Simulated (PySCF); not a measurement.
C$_{5}$H$_{5}$BOS: NMR shielding calculation

- system: C$_{5}$H$_{5}$BOS
- method: GIAO PBE0/pcSseg-1 NMR shielding, non-relativistic, gas phase (PySCF 2.14.0)

The geometry comes from this level: GFN2-xTB. It belongs to a series of runs on one base structure; here: O replaced by S. Figures and captions count atoms from 1; the log counts them from 0 in places.

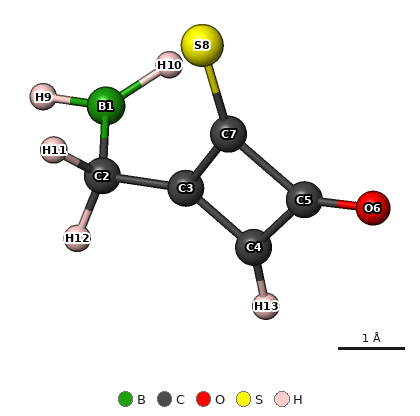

Fig. 1: The structure (ball-and-stick view, seen at a tilt; atoms are numbered from 1 in the order of the input). Bond lengths as drawn: B–C 1.58 Å, B–H 1.17 Å, C–C 1.37 to 1.53 Å, C–H 1.07 to 1.10 Å, C–O 1.19 Å and C–S 1.61 Å.

Key numbers

| quantity | value |
| --- | --- |
| outcome | converged |
| total energy | −691.176718 hartree |
| HOMO | −6.68 eV |
| LUMO | −2.88 eV |
| dipole moment | 5.28 D |
| isotropic shielding, B | 11.9 ppm |
| isotropic shielding, C | −81.8 to 151.5 ppm |
| isotropic shielding, O | −224.6 ppm |
| isotropic shielding, S | −434.7 ppm |
| isotropic shielding, H | 20.9 to 28.4 ppm |
| hardware | 1 CPU thread, shared host |
| wall time | 34 s |
| peak memory | 0.75 GiB |

Input
```
{"job": {"kind": "nmr", "xc": "PBE0", "basis": "pcSseg-1"}, "charge": 0, "multiplicity": 1}
B      2.111164     0.437901     0.318456
C      1.081879    -0.254954    -0.663727
C     -0.302458    -0.247241    -0.190951
C     -1.140583    -1.126326     0.439993
C     -2.248095    -0.145383     0.503124
O     -3.368302    -0.116979     0.912373
C     -1.305968     0.828164    -0.198571
S     -1.329924     2.345713    -0.741615
H      3.242327     0.395376     0.037745
H      1.751914     0.977616     1.287884
H      1.140298     0.323040    -1.593086
H      1.405463    -1.271959    -0.895971
H     -1.042102    -2.144480     0.766619
```

The first line tells a small driver script what to run in PySCF; the rest is the geometry in Å.

Launched with:
```bash
OMP_NUM_THREADS=1 python <driver script> task.json out
```

Log
```
coarse grid: 12328 points
cycle   1  E = -690.9685157004  dE =  1.403e+00  |g| = 8.177e-01  |ddm| = 3.726e+00
cycle   2  E = -690.2349069848  dE =  7.336e-01  |g| = 2.042e+00  |ddm| = 3.388e+00
cycle   3  E = -691.1114766148  dE = -8.766e-01  |g| = 1.511e-01  |ddm| = 2.613e+00
cycle   4  E = -691.1142594141  dE = -2.783e-03  |g| = 1.063e-01  |ddm| = 2.730e-01
cycle   5  E = -691.1172144012  dE = -2.955e-03  |g| = 3.636e-02  |ddm| = 1.682e-01
cycle   6  E = -691.1175470447  dE = -3.326e-04  |g| = 6.703e-03  |ddm| = 4.459e-02
cycle   7  E = -691.1175550350  dE = -7.990e-06  |g| = 3.487e-03  |ddm| = 7.909e-03
cycle   8  E = -691.1175577827  dE = -2.748e-06  |g| = 1.002e-03  |ddm| = 4.822e-03
final grid: 117064 points
cycle   9  E = -691.1766612681  dE =  5.036e-06  |g| = 1.569e-02  |ddm| = 3.643e-02
cycle  10  E = -691.1764071444  dE =  2.541e-04  |g| = 3.672e-02  |ddm| = 5.040e-02
cycle  11  E = -691.1767163252  dE = -3.092e-04  |g| = 2.268e-03  |ddm| = 3.779e-02
cycle  12  E = -691.1767175941  dE = -1.269e-06  |g| = 3.159e-04  |ddm| = 2.220e-03
cycle  13  E = -691.1767176136  dE = -1.947e-08  |g| = 1.581e-04  |ddm| = 5.357e-04
cycle  14  E = -691.1767176191  dE = -5.557e-09  |g| = 4.832e-05  |ddm| = 2.125e-04
cycle  15  E = -691.1767176198  dE = -6.507e-10  |g| = 1.468e-05  |ddm| = 8.138e-05
```

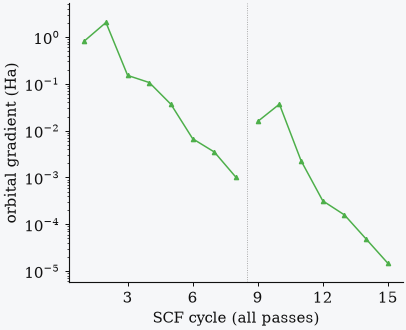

Fig. 2: Convergence of the self-consistent field: orbital gradient against the SCF cycle. The dotted line marks the change from a coarse to the final integration grid. The first 8 cycles use a coarse grid, the final grid takes over at cycle 9, and the field converges after 15 cycles in all.

```
converged SCF energy = -691.1767176198

GIAO shielding tensors (ppm)
atom      isotropic    diamagn.    paramagn.     s11        s22        s33       span
  0 B       11.894     191.142    -179.248    -53.898    -40.029    129.608    183.506
  1 C      151.523     250.366     -98.843    130.264    155.960    168.347     38.083
  2 C      -27.714     258.508    -286.222   -147.188    -83.702    147.746    294.934
  3 C      -16.167     250.521    -266.688   -159.124     -7.928    118.551    277.674
  4 C        0.418     254.297    -253.880    -85.306     15.457     71.102    156.408
  5 O     -224.587     394.443    -619.030   -728.691   -277.160    332.089   1060.780
  6 C      -81.790     260.071    -341.861   -202.451   -124.698     81.779    284.230
  7 S     -434.701    1056.955   -1491.655  -1963.607   -139.335    798.840   2762.447
  8 H       23.792      28.606      -4.815     16.789     26.483     28.102     11.313
  9 H       24.145      28.654      -4.509     15.887     27.623     28.923     13.037
 10 H       28.388      28.691      -0.303     23.264     29.308     32.591      9.327
 11 H       28.395      29.090      -0.696     23.402     28.802     32.980      9.577
 12 H       20.938      32.296     -11.359     11.583     24.254     26.975     15.392
```

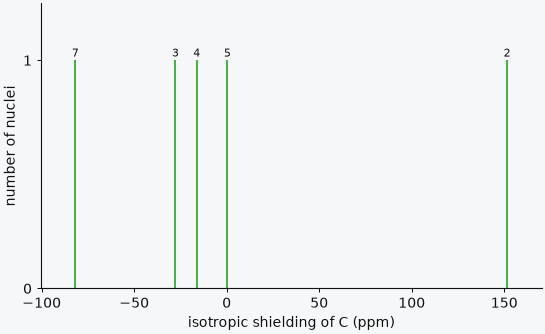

Fig. 3: Isotropic shieldings of the carbon nuclei in this fixed geometry, labelled by atom number; shielding grows to the right, so chemical shift grows to the left. The least shielded is C7 (−81.8 ppm), the most shielded C2 (151.5 ppm).

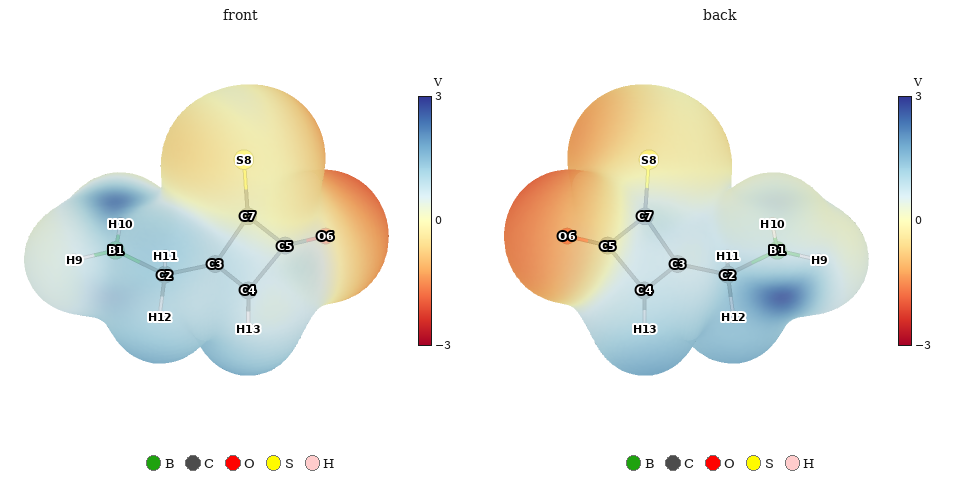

Fig. 4: The molecular electrostatic potential painted on the density surface at 0.002 e/bohr³, seen at a tilt and from behind; the colour scale runs from red (negative) to blue (positive). Its dipole moment is 5.28 D.

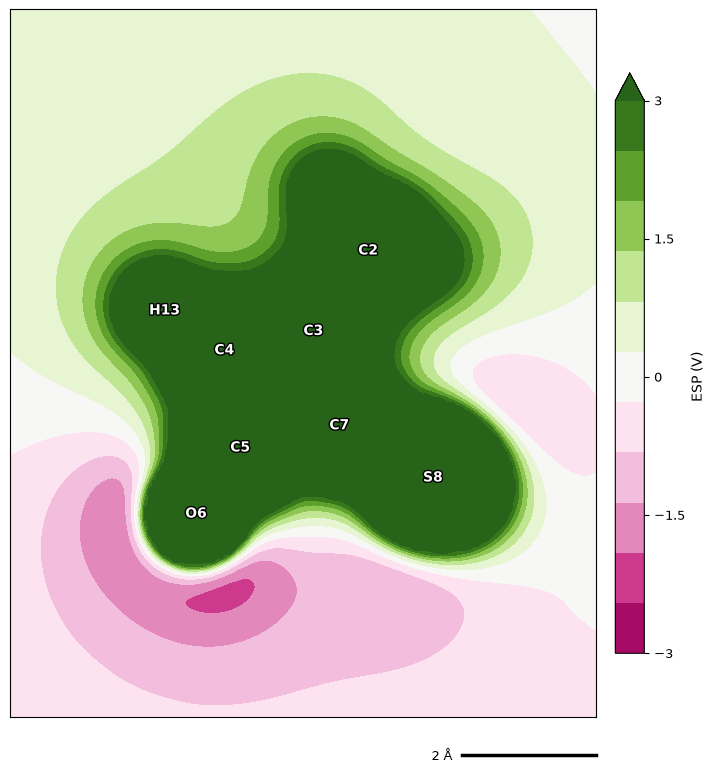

Fig. 5: Electrostatic potential on the plane of atoms C5, C7 and S8. Atoms in the plane: C, O, S and H.
